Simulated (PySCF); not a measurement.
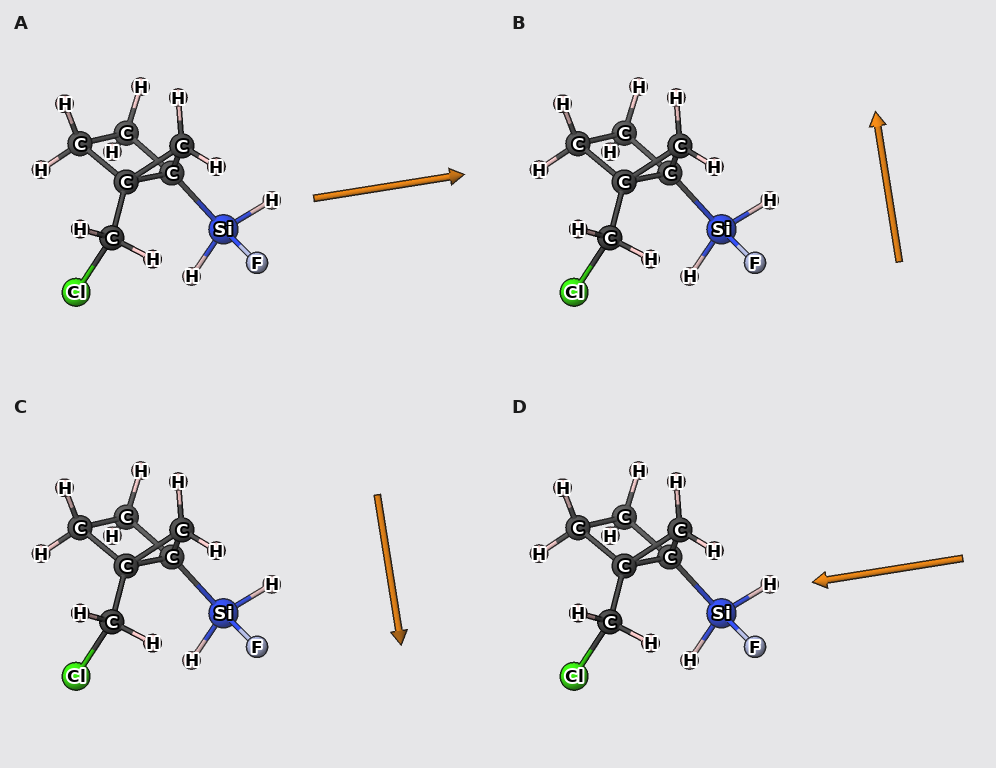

The same molecule four times, each with an arrow. Computed geometry: GFN2-xTB optimisation. No frequency run is at hand to confirm it as a minimum. Properties computed with PBE0/pcSseg-1, gas phase (PySCF 2.14.0).

> Which arrow points along the dipole moment, from the negative to the positive end?

B. The dipole moment is 2.52 D.

The geometry is semi-empirical. Around Si such bond lengths and angles can be off by a tenth of an ångström or more and by several degrees, and values that hang on the shape move with them.
